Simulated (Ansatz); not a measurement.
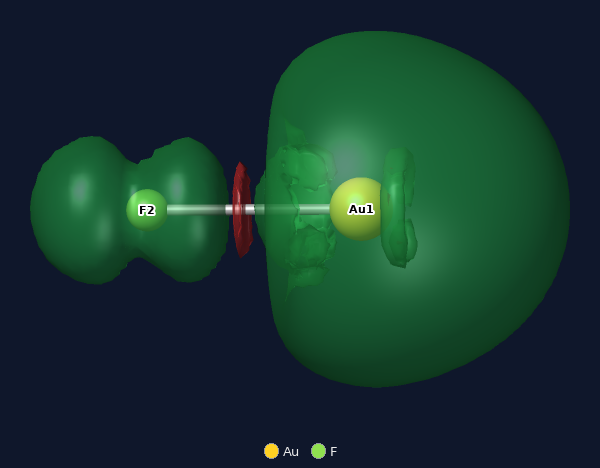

Figure 1: AuF (SMILES [F][Au]) (triplet). Isosurfaces of the spin density at +0.02 (green) and −0.02 e/Å³ (red), seen from one side.

Geometry: B3LYP-D4/def2-TZVP; core potentials replace the inner electrons of Au.

The calculation used Ansatz 0.2.0, isolated molecule in a Gaussian basis; Kohn-Sham density functional theory, functional PBE0.

```
atom   x (Å)   y (Å)    z (Å)
  Au  0.0000  0.0000  -1.0238
   F  0.0000  0.0000   1.0238
```

Where is the unpaired spin?

The unpaired spin (2 electrons) lies mostly on Au1 (about 1.6) and F2 (about 0.4), in electrons by Hirshfeld's partition.
